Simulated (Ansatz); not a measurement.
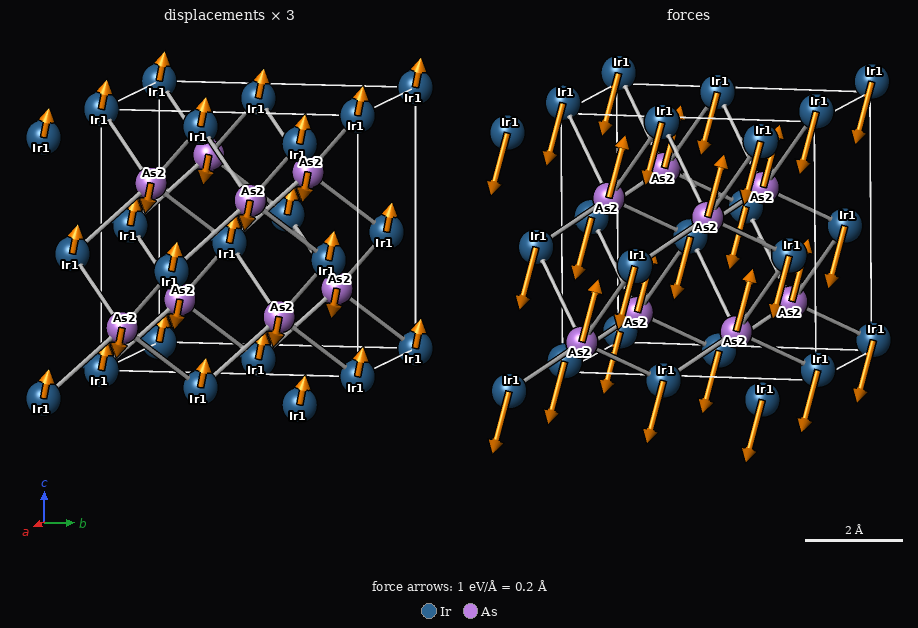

Left: a crystal of AsIr (built on the zincblende type), with orange arrows for the displacements applied to it (without the part that the change of the cell carries along). Right: the displaced structure with the computed forces. Besides, the cell is strained by +0.9 % roughly along [2 1 −1], −1.1 % along [2 −1 2], −1.8 % roughly along [−1 3 3] (volume −2.0 %). Style: ball-and-stick. Shown: the conventional cell (4 times the calculation's cell), repeated 2 × 1 × 1 with one cell outlined, slightly off an axis. Lengths and directions refer to the drawn axes.

Computed with DFT r2SCAN, scalar-relativistic, plane waves, PAW in Ansatz. Set-up: plane-wave cutoff 500 eV; k-point mesh 10 × 10 × 10; occupations gaussian; smearing width 0.05 eV; no spin polarisation.

How do the forces relate to the distortion?

Answer. Atoms are displaced by 0.23 Å relative to the cell: As2 0.23 Å roughly along [0 −1 −3], Ir1 0.23 Å roughly along [0 1 3]. No relaxation follows. Energy change: +857 meV per atom. Pressure: 0.0 GPa before, 22.6 GPa after. The principal stresses (compression positive) are 71.2 GPa roughly along [1 −1 0], 6.9 GPa roughly along [0 −1 3], −10.3 GPa along [3 3 1]. The largest forces, 7 eV/Å, act on Ir1 and As2; on As2 it points roughly along [−1 1 3]. The forces mostly point back along the displacements (cosine −0.95). Among the bonded contacts that change: As–Ir 2.367 → 2.071 to 2.694 Å. The space group (tolerance 0.01 Å) goes from F-43m (No. 216) to P1 (No. 1).
